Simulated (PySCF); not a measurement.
## Two runs on C6H15FNPSi

System: C6H15FNPSi.
Method of run A: GIAO B97-2/pcSseg-1 NMR shielding, non-relativistic, gas phase (PySCF 2.14.0).

The geometry comes from this level: PBE0-D3(BJ)/def2-SVP. Text and figures count atoms from 1; the logs count them from 0 in places.

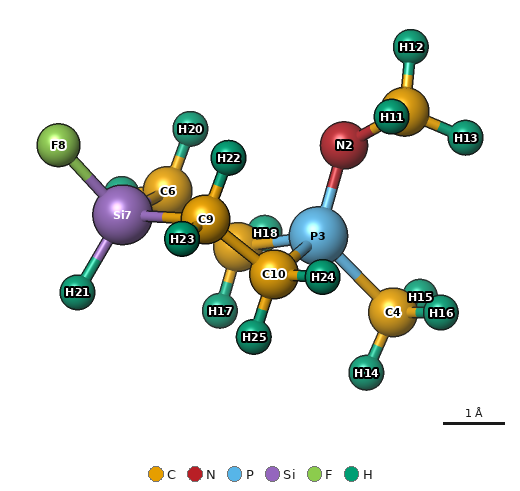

Figure 1. The structure as given in the input (ball-and-stick view, seen at a tilt; atoms are numbered from 1 in the order of the input).

### Input file, run A
```
{"job": {"kind": "nmr", "xc": "B97-2", "basis": "pcSseg-1", "pop": false}, "charge": 0, "multiplicity": 1}
C     -2.403209    -1.483625     0.540318
N     -1.376007    -1.022915    -0.349006
P     -0.693186     0.385231    -0.262667
C     -1.722555     1.881343    -0.476878
C      0.562488     0.454183    -1.580355
C      1.575804    -0.687695    -1.439880
Si     2.500617    -0.579928     0.185167
F      3.377802    -1.935250     0.415783
C      1.252672    -0.390537     1.571895
C      0.258406     0.741625     1.283122
H     -2.096290    -1.542128     1.607735
H     -2.707923    -2.506641     0.259650
H     -3.333335    -0.875691     0.522231
H     -1.113934     2.798036    -0.491571
H     -2.278956     1.790636    -1.420891
H     -2.447278     1.946500     0.348249
H      1.043817     1.447124    -1.546929
H      0.015107     0.387708    -2.534825
H      2.276737    -0.694152    -2.290377
H      1.024490    -1.642876    -1.452226
H      3.463011     0.565247     0.180331
H      0.705936    -1.345808     1.647677
H      1.763704    -0.230490     2.535483
H     -0.473698     0.848935     2.102110
H      0.760919     1.720096     1.183382
```

The first line tells a small driver script what to run in PySCF; the rest is the geometry in Å.

Command:
```bash
OMP_NUM_THREADS=1 python <driver script> task.json out
```

Hardware: 1 CPU thread, shared host.

### Output (run A)
```
coarse grid: 21216 points
cycle   1  E = -1022.7882899295  dE =  1.066e+00  |g| = 8.619e-01  |ddm| = 4.517e+00
cycle   2  E = -1022.5232381238  dE =  2.651e-01  |g| = 1.421e+00  |ddm| = 3.093e+00
cycle   3  E = -1022.9343054993  dE = -4.111e-01  |g| = 2.329e-01  |ddm| = 2.425e+00
cycle   4  E = -1022.9469027739  dE = -1.260e-02  |g| = 5.411e-02  |ddm| = 3.273e-01
cycle   5  E = -1022.9474590962  dE = -5.563e-04  |g| = 2.062e-02  |ddm| = 7.371e-02
cycle   6  E = -1022.9475311841  dE = -7.209e-05  |g| = 4.634e-03  |ddm| = 2.151e-02
cycle   7  E = -1022.9475354521  dE = -4.268e-06  |g| = 9.316e-04  |ddm| = 5.483e-03
final grid: 194280 points
cycle   8  E = -1022.9952448168  dE = -8.225e-05  |g| = 9.992e-03  |ddm| = 3.746e-02
cycle   9  E = -1022.9952290253  dE =  1.579e-05  |g| = 1.417e-02  |ddm| = 1.605e-02
cycle  10  E = -1022.9952578875  dE = -2.886e-05  |g| = 9.459e-04  |ddm| = 1.053e-02
cycle  11  E = -1022.9952579796  dE = -9.204e-08  |g| = 4.949e-04  |ddm| = 1.475e-03
cycle  12  E = -1022.9952580346  dE = -5.497e-08  |g| = 1.141e-04  |ddm| = 7.593e-04
cycle  13  E = -1022.9952580368  dE = -2.288e-09  |g| = 4.934e-05  |ddm| = 1.940e-04
cycle  14  E = -1022.9952580374  dE = -5.859e-10  |g| = 6.152e-06  |ddm| = 5.941e-05
converged SCF energy = -1022.9952580374

GIAO shielding tensors (ppm)
atom      isotropic    diamagn.    paramagn.     s11        s22        s33       span
  0 C      151.064     241.898     -90.834    131.107    137.947    184.136     53.030
  1 N      225.403     330.926    -105.523    149.171    254.946    272.092    122.921
  2 P      340.117     969.479    -629.362    258.722    278.074    483.556    224.834
  3 C      169.685     257.238     -87.554    148.467    170.947    189.641     41.175
  4 C      157.554     258.305    -100.751    146.687    148.716    177.259     30.572
  5 C      175.977     253.733     -77.756    167.835    175.742    184.353     16.519
  6 Si     339.390     877.650    -538.260    295.868    339.585    382.716     86.848
  7 F      376.384     464.533     -88.149    364.233    375.722    389.197     24.964
  8 C      175.687     254.055     -78.368    168.053    175.255    183.753     15.700
  9 C      162.268     259.946     -97.678    143.051    161.576    182.178     39.127
 10 H       28.596      30.401      -1.806     23.060     27.197     35.530     12.471
 11 H       28.173      28.229      -0.056     23.388     25.743     35.389     12.001
 12 H       28.592      28.762      -0.170     23.217     26.508     36.052     12.835
 13 H       30.707      32.177      -1.470     26.619     29.046     36.454      9.834
 14 H       30.531      30.711      -0.180     26.876     27.743     36.973     10.097
 15 H       29.826      31.395      -1.569     25.935     28.204     35.340      9.405
 16 H       30.419      34.415      -3.996     26.899     29.487     34.873      7.974
 17 H       29.568      32.719      -3.150     24.575     28.320     35.810     11.235
 18 H       30.497      28.629       1.868     25.022     27.941     38.527     13.505
 19 H       29.375      32.281      -2.907     24.839     29.512     33.774      8.935
 20 H       26.500      28.986      -2.486     23.286     24.890     31.323      8.038
 21 H       29.996      32.954      -2.959     25.866     29.732     34.389      8.522
 22 H       30.442      29.339       1.103     25.106     28.023     38.196     13.090
 23 H       29.360      34.075      -4.715     25.067     28.228     34.784      9.717
 24 H       30.401      35.026      -4.625     26.662     29.498     35.042      8.380
```

For run B the input was changed thus:
```diff
-"xc": "B97-2"
+"xc": "PBE0"
-"pop": false
```

What does this change do to the results?

The total energies belong to different methods, so their difference says nothing on which is more stable or more accurate. The HOMO goes from −5.51 to −5.77 eV. Of all shieldings, the largest change is that of Si7, by −8.3 ppm. The functional changes from B97-2 to PBE0. The number of SCF iterations is the same.

### Output (run B)
```
coarse grid: 21216 points
cycle   1  E = -1022.1892771585  dE =  1.119e+00  |g| = 8.314e-01  |ddm| = 4.506e+00
cycle   2  E = -1021.9727190144  dE =  2.166e-01  |g| = 1.322e+00  |ddm| = 2.903e+00
cycle   3  E = -1022.3265179583  dE = -3.538e-01  |g| = 2.148e-01  |ddm| = 2.223e+00
cycle   4  E = -1022.3369038733  dE = -1.039e-02  |g| = 5.184e-02  |ddm| = 2.992e-01
cycle   5  E = -1022.3374289662  dE = -5.251e-04  |g| = 1.783e-02  |ddm| = 6.925e-02
cycle   6  E = -1022.3374808205  dE = -5.185e-05  |g| = 4.494e-03  |ddm| = 1.897e-02
cycle   7  E = -1022.3374846741  dE = -3.854e-06  |g| = 7.576e-04  |ddm| = 4.702e-03
final grid: 194280 points
cycle   8  E = -1022.4015687023  dE = -4.714e-05  |g| = 1.039e-02  |ddm| = 3.694e-02
cycle   9  E = -1022.4015539817  dE =  1.472e-05  |g| = 1.311e-02  |ddm| = 2.255e-02
cycle  10  E = -1022.4015950077  dE = -4.103e-05  |g| = 1.775e-03  |ddm| = 1.470e-02
cycle  11  E = -1022.4015956880  dE = -6.803e-07  |g| = 3.360e-04  |ddm| = 2.512e-03
cycle  12  E = -1022.4015957089  dE = -2.085e-08  |g| = 1.330e-04  |ddm| = 5.503e-04
cycle  13  E = -1022.4015957126  dE = -3.766e-09  |g| = 3.532e-05  |ddm| = 1.782e-04
cycle  14  E = -1022.4015957129  dE = -2.308e-10  |g| = 7.760e-06  |ddm| = 3.938e-05
converged SCF energy = -1022.4015957129

GIAO shielding tensors (ppm)
atom      isotropic    diamagn.    paramagn.     s11        s22        s33       span
  0 C      152.277     241.914     -89.637    132.028    139.236    185.566     53.538
  1 N      226.418     330.500    -104.082    146.670    257.203    275.381    128.711
  2 P      337.400     968.680    -631.280    254.965    274.684    482.550    227.585
  3 C      170.435     257.415     -86.981    148.456    171.795    191.053     42.597
  4 C      158.159     258.204    -100.045    146.632    149.090    178.755     32.123
  5 C      176.913     253.668     -76.755    168.753    176.802    185.186     16.433
  6 Si     331.061     877.233    -546.172    285.731    329.593    377.859     92.127
  7 F      374.472     464.063     -89.591    362.482    374.217    386.719     24.237
  8 C      176.630     253.953     -77.324    168.936    176.451    184.501     15.565
  9 C      163.183     259.842     -96.659    143.537    162.424    183.589     40.052
 10 H       28.495      30.128      -1.633     22.887     27.105     35.494     12.607
 11 H       28.032      28.090      -0.058     23.160     25.601     35.336     12.176
 12 H       28.489      28.629      -0.141     23.048     26.407     36.011     12.963
 13 H       30.620      32.025      -1.405     26.475     28.936     36.450      9.975
 14 H       30.442      30.601      -0.159     26.712     27.585     37.028     10.316
 15 H       29.719      31.254      -1.535     25.759     28.063     35.335      9.576
 16 H       30.322      34.203      -3.881     26.749     29.385     34.832      8.083
 17 H       29.464      32.597      -3.133     24.397     28.188     35.806     11.409
 18 H       30.382      28.606       1.776     24.818     27.772     38.556     13.739
 19 H       29.253      31.949      -2.697     24.645     29.375     33.737      9.092
 20 H       26.269      28.735      -2.466     23.048     24.651     31.108      8.060
 21 H       29.888      32.591      -2.703     25.687     29.605     34.373      8.686
 22 H       30.326      29.270       1.056     24.898     27.861     38.219     13.321
 23 H       29.251      33.887      -4.636     24.896     28.089     34.769      9.873
 24 H       30.307      34.795      -4.488     26.518     29.390     35.012      8.494
```

### The two runs side by side

```csv
quantity,run A,run B
outcome,converged,converged
total energy (hartree),−1022.995258,−1022.401596
HOMO (eV),−5.51,−5.77
LUMO (eV),0.47,0.43
dipole moment (D),4.03,4.05
shielding of C1 (ppm),151.1,152.3
shielding of N2 (ppm),225.4,226.4
shielding of P3 (ppm),340.1,337.4
shielding of C6 (ppm),176.0,176.9
shielding of Si7 (ppm),339.4,331.1
shielding of F8 (ppm),376.4,374.5
shielding of C9 (ppm),175.7,176.6
SCF iterations,14,14
basis functions,259,259
wall time (shared host),73 s,90 s
```
